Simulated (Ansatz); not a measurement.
# AlH₇N₂O: what the fields show

Input file:

```
crystal:
  periodic: [false, false, false]
  atoms:
    - { symbol: Al, position_ang: [0.168501, 0.117416, 0.098059] }
    - { symbol: "N", position_ang: [0.190656, 0.005862, 1.977749] }
    - { symbol: H, position_ang: [-0.657014, 0.22734, 2.508417] }
    - { symbol: H, position_ang: [1.009843, 0.251503, 2.541422] }
    - { symbol: "N", position_ang: [1.673598, 0.495332, -0.780288] }
    - { symbol: H, position_ang: [2.607311, 0.569213, -0.37044] }
    - { symbol: H, position_ang: [1.749529, 0.473454, -1.799878] }
    - { symbol: H, position_ang: [-1.241675, 0.069243, -0.63612] }
    - { symbol: O, position_ang: [0.159542, -2.78836, 0.704212] }
    - { symbol: H, position_ang: [-0.795482, -2.967952, 0.623285] }
    - { symbol: H, position_ang: [0.21359, -2.196252, 1.502882] }
basis:
  gaussian: { orbitals: def2-SVP }
hamiltonian:
  xc: pbe
  dispersion: d4
relax:
  f_tol: 0.03
  max_steps: 50
output:
  orbitals: {}
```

Command:

```sh
ansatz run input.yaml --threads 2 --pin off --max-ram 3072MiB --backend cpu --events-out ev --progress --plain --runs-dir out
```

The fields are those of the run's last geometry, not of the input's.

Method: Ansatz 0.2.0, RKS PBE-D4/def2-SVP.

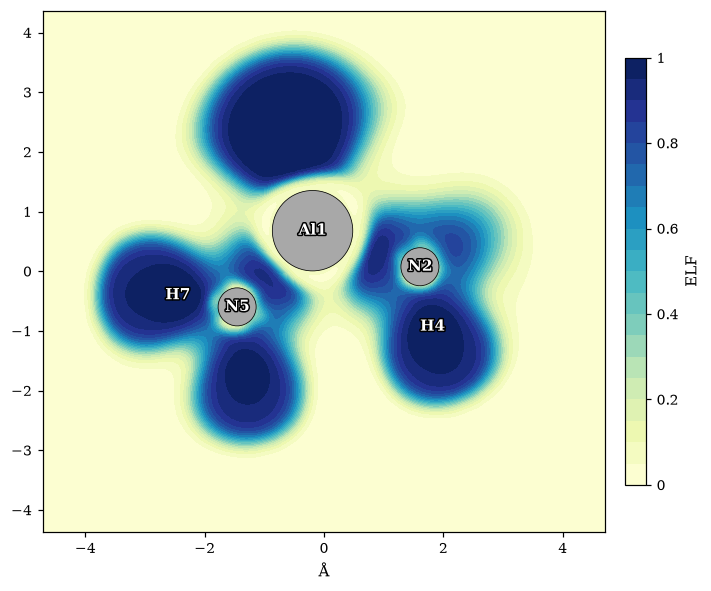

Figure 1. ELF on the plane of atoms Al1, N5 and H7. Grey discs cover the atomic cores.

Q: Interpret the plot.

A: Atoms in the plane: Al, N and H.
Al–N (1.80 Å): the ELF peaks at about 0.90 in the valence shell of N, 0.7 Å from its nucleus, and is about 0.65 at the midpoint.
Al–N (1.90 Å): the ELF peaks at about 0.95 between the atoms, as expected for a polar covalent bond.
N–H (1.02 Å): the ELF climbs to about 1 towards the hydrogen, as it does in any bond to H (a covalent bond by its length).

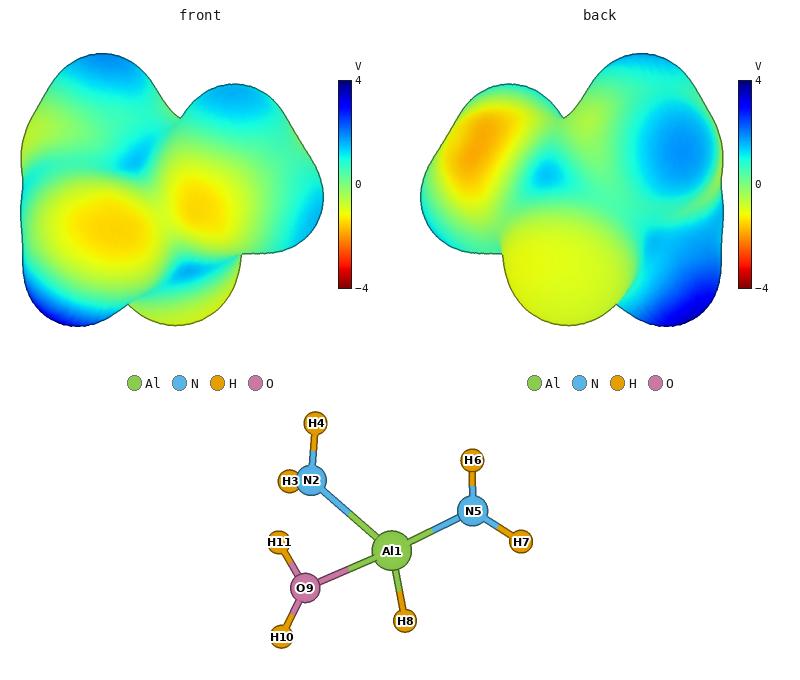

Figure 2. The electrostatic potential painted on the density surface at 0.004 e/bohr³, seen from the front and from behind; the colour scale runs from red (negative) to blue (positive). The bare structure is drawn below in the same view.

Q: Describe the electrostatic potential map.

A: The most negative region (about −1.8 V) lies over N5, the most positive (about +3.3 V) over H10. N5 is the likeliest acceptor of a hydrogen bond.

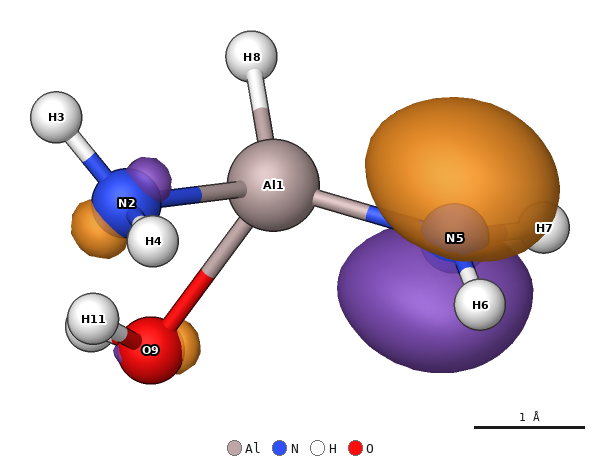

Figure 3. The HOMO at ±0.2 Å⁻³ᐟ² (orange and purple are the two phases), seen from one side.

Q: Where does this orbital lie, and at what energy?

A: By Hirshfeld shares it lies mainly on N5 (about 70 %); largely a lone pair of N5. Its energy is −4.86 eV.
